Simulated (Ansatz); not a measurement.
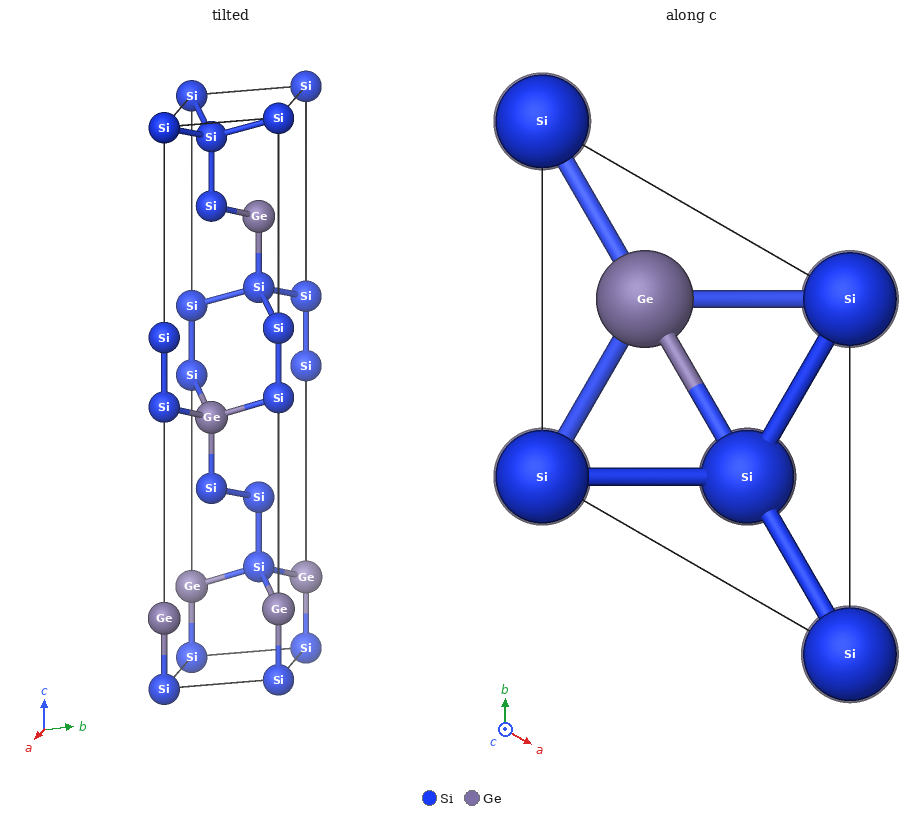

Ball-and-stick drawing of the structure, looking slightly off an axis and along the c axis. Lines trace the edges of the conventional unit cell.

Si3Ge, space group R3m (No. 160), a = 3.856 Å, b = 3.856 Å, c = 18.878 Å, α = 90.00°, β = 90.00°, γ = 120.00°. It derives from a structure type filled with these elements by a generator (whether the compound takes this form wasn't checked). The cell was then strained or its atoms displaced on purpose. Ansatz was used for an electronic-structure calculation on it.

This one geometry was computed with Ansatz (DFT, plane waves, PAW) at three levels of theory: r2SCAN, PBE and HSE06. It was relaxed with r2SCAN and then strained.

Q: Which level gives the highest pressure at this volume, and what does that say about its equilibrium volume?

A: Highest: PBE (4.0 GPa), which points to the largest equilibrium volume. Lowest, with the smallest volume: r2SCAN (2.2 GPa) and HSE06 (2.3 GPa). Levels within 0.5 GPa of each other can't be told apart.

Q: How does the band gap change with the level of theory?

A: PBE: a gap of 0.53 eV, indirect; r2SCAN: a gap of 0.73 eV, indirect; HSE06: a gap of 1.08 eV, indirect.

Q: Collect the results in a table.

A:
| level | cutoff (eV) | k-mesh of the run's cell | gap (eV) | pressure (GPa) |
| --- | --- | --- | --- | --- |
| r2SCAN | 500 | 8×8×8 | 0.73 | 2.2 |
| PBE | 420 | 8×8×8 | 0.53 | 4.0 |
| HSE06 | 420 | 6×6×6 | 1.08 | 2.3 |

Gaps are taken on the k-mesh or band path of each run.
